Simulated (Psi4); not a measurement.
# M06-L/def2-TZVPP (core potential) run of InF (SMILES [F][In])

What is the energy change on altering one bond length of InF at M06-L/def2-TZVPP (core potential)? 

The calculation is run with Psi4 1.11.

## 1. Starting point

InF: 2 atoms, total charge 0, spin state singlet. As SMILES, `[F][In]`. The coordinates come from a PBE0-D4/def2-TZVP relaxation.

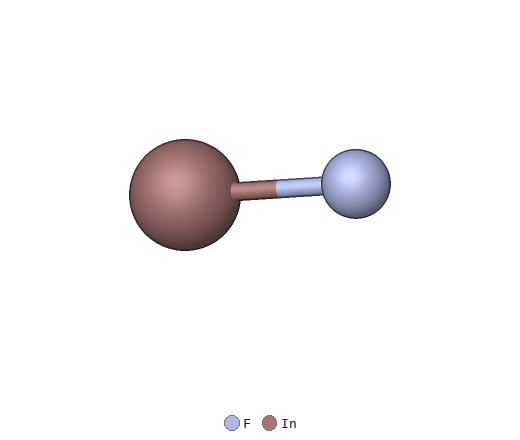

Viewed from a chosen angle; fluorine light blue, indium brown.

## 2. Energy and gradient at M06-L/def2-TZVPP (core potential)

Input file run.py:

```python
import psi4

psi4.set_memory('1600 MB')
psi4.set_num_threads(1)
psi4.set_output_file('psi4.out', False)

molecule = psi4.geometry("""
0 1
F      0.000000     0.000000     0.015910
In     0.000000     0.000000     2.009580
symmetry c1
""")

psi4.set_options({
    'basis': 'def2-TZVPP',
    'puream': True,
    'e_convergence': 1e-09,
    'd_convergence': 1e-08,
    'scf_type': 'pk',
    'dft_radial_points': 99,
    'dft_spherical_points': 590,
})

E = psi4.gradient("m06-l")
print('gradient / Eh bohr^-1')
print(E.np.round(6))
```

The run is started by

```sh
$ python run.py
```

psi4.out:

```text
Psi4 1.11 release

gradient() will perform analytic gradient computation.

   => Loading Basis Set <=

    Name: DEF2-TZVPP
    Role: ORBITAL
    Keyword: BASIS

    !!!  WARNING: ECP capability is in beta. Please check occupations closely.  !!!

         ---------------------------------------------------------
                                   SCF
                              RKS Reference
                        1 Threads,   1525 MiB Core
         ---------------------------------------------------------

  ==> Geometry <==

    Molecular point group: c1
    Full point group: C_inf_v

    Geometry (in Angstrom), charge = 0, multiplicity = 1:

       Center              X                  Y                   Z               Mass
    ------------   -----------------  -----------------  -----------------  -----------------
         F            0.000000000000     0.000000000000    -1.710802927945    18.998403162730
         IN           0.000000000000     0.000000000000     0.282867072055   114.903878776000

  Running in c1 symmetry.

  Rotational constants: A = ************  B =      0.26015  C =      0.26015 [cm^-1]
  Rotational constants: A = ************  B =   7799.14224  C =   7799.14224 [MHz]
  Nuclear repulsion =   50.166021867525714

  Charge       = 0
  Multiplicity = 1
  Electrons    = 30
  Nalpha       = 15
  Nbeta        = 15

  ==> Algorithm <==

  SCF Algorithm Type is PK.
  DIIS enabled.
  MOM disabled.
  Fractional occupation disabled.
  Guess Type is SAD.
  Energy threshold   = 1.00e-09
  Density threshold  = 1.00e-08
  Integral threshold = 1.00e-12

  ==> Primary Basis <==

  Basis Set: DEF2-TZVPP
    Blend: DEF2-TZVPP
    Number of shells: 27
    Number of basis functions: 81
    Number of Cartesian functions: 95
    Spherical Harmonics?: true
    Max angular momentum: 3

  Core potential: DEF2-TZVPP
    Number of shells: 4
    Number of ECP primitives: 18
    Number of ECP core electrons: 28
    Max angular momentum: 3

  ==> DFT Potential <==

   => LibXC <=

    Version 7.1.2

   => Composite Functional: M06-L <=

    M06-L Meta-GGA XC Functional

    Deriv               =              1
    GGA                 =           TRUE
    Meta                =           TRUE

    Exchange Hybrid     =          FALSE
    MP2 Hybrid          =          FALSE

   => Exchange Functionals <=

    1.0000   XC_MGGA_X_M06_L

   => Correlation Functionals <=

    1.0000   XC_MGGA_C_M06_L

   => LibXC Density Thresholds  <==

    XC_MGGA_C_M06_L:  1.00E-12
    XC_MGGA_X_M06_L:  1.00E-15

   => Molecular Quadrature <=

    Radial Scheme          =       TREUTLER
    Pruning Scheme         =           NONE
    Nuclear Scheme         =       TREUTLER

    Blocking Scheme        =         OCTREE
    BS radius alpha        =              1
    Pruning alpha          =              1
    Radial Points          =             99
    Spherical Points       =            590
    Total Points           =         111878
    Total Blocks           =            930
    Max Points             =            256
    Max Functions          =             80
    Weights Tolerance      =       1.00E-15

  ==> Integral Setup <==

  Using in-core PK algorithm.
   Calculation information:
      Number of atoms:                   2
      Number of AO shells:              27
      Number of primitives:             49
      Number of atomic orbitals:        95
      Number of basis functions:        81

      Integral cutoff                 1.00e-12
      Number of threads:                 1

  Performing in-core PK
  Using 11032362 doubles for integral storage.
  We computed 67962 shell quartets total.
  Whereas there are 71631 unique shell quartets.

  ==> DiskJK: Disk-Based J/K Matrices <==

    J tasked:                  Yes
    K tasked:                   No
    wK tasked:                  No
    Memory [MiB]:              592
    Schwarz Cutoff:          1E-12

  Cached 100.0% of DFT collocation blocks in 0.539 [GiB].

  Minimum eigenvalue in the overlap matrix is 2.8737479437E-03.
  Reciprocal condition number of the overlap matrix is 7.3238571360E-04.
    Using symmetric orthogonalization.

  ==> Pre-Iterations <==

  SCF Guess: Superposition of Atomic Densities via on-the-fly atomic UHF (no occupation information).

   -------------------------
    Irrep   Nso     Nmo
   -------------------------
     A         81      81
   -------------------------
    Total      81      81
   -------------------------

  ==> Iterations <==

                        Total Energy        Delta E     RMS |[F,P]|

   @RKS iter SAD:  -289.10092007957780   -2.89101e+02   0.00000e+00
   @RKS iter   1:  -289.98517915249579   -8.84259e-01   9.86671e-03 DIIS/ADIIS
   @RKS iter   2:  -285.64392108553329    4.34126e+00   3.76529e-02 DIIS/ADIIS
   @RKS iter   3:  -290.14227744190543   -4.49836e+00   6.13386e-03 DIIS/ADIIS
   @RKS iter   4:  -290.20234666435556   -6.00692e-02   2.36559e-03 DIIS/ADIIS
   @RKS iter   5:  -290.21287198367327   -1.05253e-02   5.16294e-04 DIIS/ADIIS
   @RKS iter   6:  -290.21349338372772   -6.21400e-04   1.90423e-04 DIIS/ADIIS
   @RKS iter   7:  -290.21356374623957   -7.03625e-05   1.74699e-05 DIIS
   @RKS iter   8:  -290.21356490629665   -1.16006e-06   3.45047e-06 DIIS
   @RKS iter   9:  -290.21356493188284   -2.55862e-08   1.28439e-06 DIIS
   @RKS iter  10:  -290.21356493501986   -3.13702e-09   7.22831e-07 DIIS
   @RKS iter  11:  -290.21356493652394   -1.50408e-09   8.36295e-08 DIIS
   @RKS iter  12:  -290.21356493655247   -2.85354e-11   6.18762e-09 DIIS
  Energy and wave function converged.

  ==> Post-Iterations <==

   Electrons on quadrature grid:
      Ntotal   =   30.0000012945 ; deviation = 1.294e-06

    Orbital Energies [Eh]
    ---------------------

    Doubly Occupied:

       1A    -24.396434     2A     -4.574747     3A     -2.994340
       4A     -2.994340     5A     -2.984371     6A     -1.047921
       7A     -0.705270     8A     -0.705270     9A     -0.697892
      10A     -0.697892    11A     -0.692484    12A     -0.353558
      13A     -0.290259    14A     -0.290259    15A     -0.239652

    Virtual:

      16A     -0.072370    17A     -0.072370    18A     -0.002702
      19A      0.073248    20A      0.073248    21A      0.103551
      22A      0.165493    23A      0.165493    24A      0.176325
      25A      0.197296    26A      0.197296    27A      0.230586
      28A      0.527333    29A      0.527333    30A      0.529458
      31A      0.608698    32A      0.655963    33A      0.655963
      34A      0.698735    35A      0.698735    36A      0.703608
      37A      0.703608    38A      0.823306    39A      0.823306
      40A      0.914626    41A      0.964645    42A      0.969312
      43A      0.969312    44A      0.972810    45A      0.972810
      46A      1.163159    47A      2.030897    48A      2.030981
      49A      2.148083    50A      2.160355    51A      2.160355
      52A      2.173705    53A      2.173705    54A      2.223814
      55A      2.223839    56A      2.361519    57A      2.361519
      58A      2.505831    59A      2.848749    60A      3.385039
      61A      3.385039    62A      3.594150    63A      4.051379
      64A      7.105340    65A      7.105695    66A      7.110464
      67A      7.110464    68A      7.114111    69A      7.114111
      70A      7.127339    71A      8.491207    72A      8.491233
      73A      8.620550    74A      8.620550    75A      8.886352
      76A     37.998053    77A     38.925172    78A     38.925172
      79A     39.139085    80A     57.036386    81A    123.752758

    Final Occupation by Irrep:
              A
    DOCC [    15 ]
    NA   [    15 ]
    NB   [    15 ]

  @RKS Final Energy:  -290.21356493655247

   => Energetics <=

    Nuclear Repulsion Energy =             50.1660218675257141
    One-Electron Energy =                -575.8113896189499883
    Two-Electron Energy =                 262.8148627066185554
    DFT Exchange-Correlation Energy =     -27.3830598917467611
    Empirical Dispersion Energy =           0.0000000000000000
    VV10 Nonlocal Energy =                  0.0000000000000000
    Total Energy =                       -290.2135649365524728

Computation Completed

Properties will be evaluated at   0.000000,   0.000000,   0.000000 [a0]

Properties computed using the SCF density matrix

 Multipole Moments:

 ------------------------------------------------------------------------------------
     Multipole            Electronic (a.u.)      Nuclear  (a.u.)        Total (a.u.)
 ------------------------------------------------------------------------------------

 L = 1.  Multiply by 2.5417464519 to convert [e a0] to [Debye]
 Dipole X            :         -0.0000000            0.0000000           -0.0000000
 Dipole Y            :         -0.0000000            0.0000000           -0.0000000
 Dipole Z            :         19.0799217          -17.8711737            1.2087480
 Magnitude           :                                                    1.2087480

 ------------------------------------------------------------------------------------

	total time  =         11 seconds =       0.18 minutes

         ------------------------------------------------------------
                                   SCF GRAD
         ------------------------------------------------------------

  ==> Geometry <==

    Molecular point group: c1
    Full point group: C_inf_v

    Geometry (in Angstrom), charge = 0, multiplicity = 1:

       Center              X                  Y                   Z               Mass
    ------------   -----------------  -----------------  -----------------  -----------------
         F            0.000000000000     0.000000000000    -1.710802927945    18.998403162730
         IN           0.000000000000     0.000000000000     0.282867072055   114.903878776000

  Nuclear repulsion =   50.166021867525714

  ==> Basis Set <==

  Basis Set: DEF2-TZVPP
    Blend: DEF2-TZVPP
    Number of shells: 27
    Number of basis functions: 81
    Number of Cartesian functions: 95
    Spherical Harmonics?: true
    Max angular momentum: 3

  Core potential: DEF2-TZVPP
    Number of shells: 4
    Number of ECP primitives: 18
    Number of ECP core electrons: 28
    Max angular momentum: 3

  ==> DirectJKGrad: Integral-Direct SCF Gradients <==

    Gradient:                    1
    J tasked:                  Yes
    K tasked:                   No
    wK tasked:                  No
    Integrals threads:           1
    Schwarz Cutoff:          1E-12

  ==> DFT Potential <==

   => LibXC <=

    Version 7.1.2

   => Composite Functional: M06-L <=

    M06-L Meta-GGA XC Functional

    Deriv               =              1
    GGA                 =           TRUE
    Meta                =           TRUE

    Exchange Hybrid     =          FALSE
    MP2 Hybrid          =          FALSE

   => Exchange Functionals <=

    1.0000   XC_MGGA_X_M06_L

   => Correlation Functionals <=

    1.0000   XC_MGGA_C_M06_L

   => LibXC Density Thresholds  <==

    XC_MGGA_C_M06_L:  1.00E-12
    XC_MGGA_X_M06_L:  1.00E-15

   => Molecular Quadrature <=

    Radial Scheme          =       TREUTLER
    Pruning Scheme         =           NONE
    Nuclear Scheme         =       TREUTLER

    Blocking Scheme        =         OCTREE
    BS radius alpha        =              1
    Pruning alpha          =              1
    Radial Points          =             99
    Spherical Points       =            590
    Total Points           =         111878
    Total Blocks           =            930
    Max Points             =            256
    Max Functions          =             80
    Weights Tolerance      =       1.00E-15

  -Total Gradient:
     Atom            X                  Y                   Z
    ------   -----------------  -----------------  -----------------
       1       -0.000000000072    -0.000000000042     0.006018430629
       2        0.000000000072     0.000000000043    -0.005299894310

	total time  =          6 seconds =       0.10 minutes
```

The script printed:

```text
gradient / Eh bohr^-1
[[-0.       -0.        0.006018]
 [ 0.        0.       -0.0053  ]]
```

Run time: 18 s. Hardware: 1 thread of Intel Xeon Platinum 8259CL at 2.50GHz (Skylake/Cascade Lake), shared host; peak memory 0.85 GiB.

[end of part 1 of 2]
